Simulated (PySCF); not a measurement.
## Electronic structure of C3H9ClOSi2 in real space

```json
{"atom": "Cl", "x (Å)": "2.0406", "y (Å)": "-2.3273", "z (Å)": "-0.2296"}
{"atom": "C", "x (Å)": "0.9265", "y (Å)": "-0.9494", "z (Å)": "-0.5273"}
{"atom": "C", "x (Å)": "-0.4017", "y (Å)": "-1.2291", "z (Å)": "0.1692"}
{"atom": "C", "x (Å)": "-1.4827", "y (Å)": "-0.2164", "z (Å)": "-0.2300"}
{"atom": "Si", "x (Å)": "-1.0925", "y (Å)": "1.5502", "z (Å)": "0.3706"}
{"atom": "O", "x (Å)": "0.5351", "y (Å)": "1.7025", "z (Å)": "0.3115"}
{"atom": "Si", "x (Å)": "1.7638", "y (Å)": "0.6642", "z (Å)": "0.0774"}
{"atom": "H", "x (Å)": "0.7700", "y (Å)": "-0.9528", "z (Å)": "-1.6090"}
{"atom": "H", "x (Å)": "-0.7376", "y (Å)": "-2.2377", "z (Å)": "-0.0950"}
{"atom": "H", "x (Å)": "-0.2544", "y (Å)": "-1.2078", "z (Å)": "1.2522"}
{"atom": "H", "x (Å)": "-2.4377", "y (Å)": "-0.5592", "z (Å)": "0.1698"}
{"atom": "H", "x (Å)": "-1.5853", "y (Å)": "-0.2322", "z (Å)": "-1.3176"}
{"atom": "H", "x (Å)": "-1.5953", "y (Å)": "2.5779", "z (Å)": "-0.5355"}
{"atom": "H", "x (Å)": "-1.4585", "y (Å)": "1.7438", "z (Å)": "1.7725"}
{"atom": "H", "x (Å)": "2.3993", "y (Å)": "0.4321", "z (Å)": "1.3682"}
{"atom": "H", "x (Å)": "2.6029", "y (Å)": "1.2501", "z (Å)": "-0.9588"}
```

Geometry: GFN2-xTB.

Computed with PBE0/pcSseg-1, SCF density, gas phase, non-relativistic (PySCF 2.14.0).

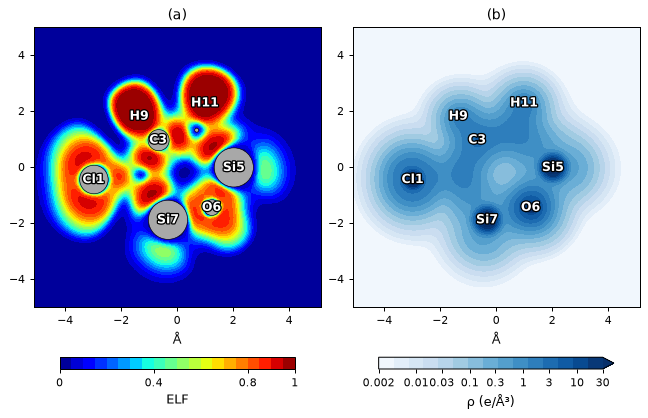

Figure 1. (a) ELF; (b) electron density on the plane of atoms Si5, O6 and Si7. Grey discs cover the atomic cores in the ELF map.

### What does the map show?

Atoms in the plane: Cl, C, Si, O and H. Si–O (1.63 Å): the density is about 1.1 e/Å³ at the midpoint; the ELF peaks at about 0.85 between the atoms (a polar covalent bond). C–H (1.10 Å): ρ at the midpoint is about 2 e/Å³; the ELF climbs to about 1 towards the hydrogen, as it does in any bond to H (an ordinary covalent bond to hydrogen). The ELF also peaks beside O6 and Cl1, away from the bonds: lone-pair regions.

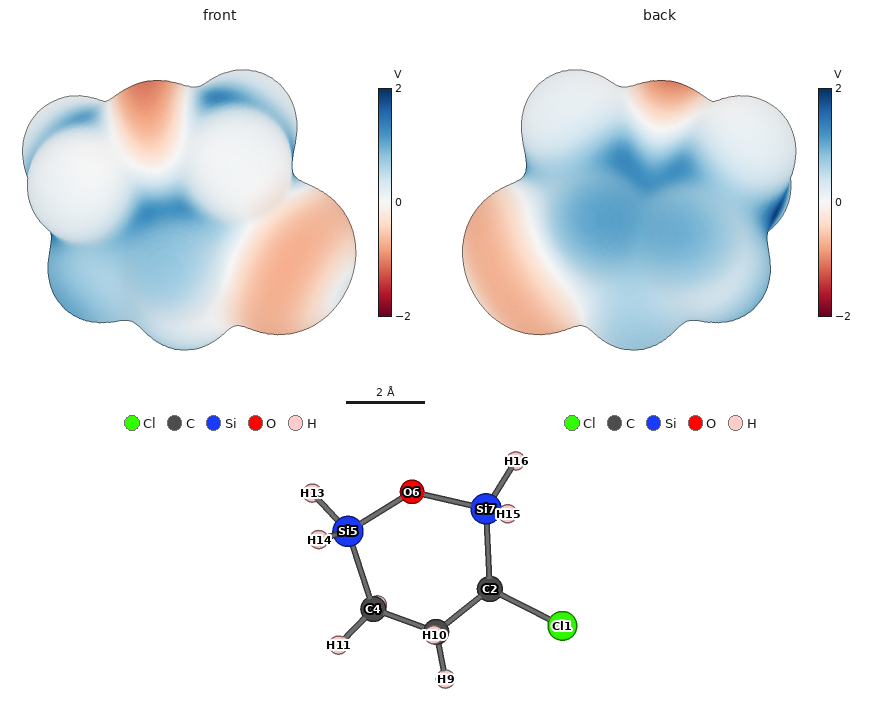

Figure 2. The molecular electrostatic potential painted on the density surface at 0.002 e/bohr³, seen from the front and from behind; red is negative and blue positive. The bare structure is drawn below in the same view.

### Describe the electrostatic potential map.

The most negative region (about −1.0 V) lies over O6, the most positive (about +1.6 V) over Si5.

### What dipole moment does the calculation give?

Its dipole moment is 2.05 D.
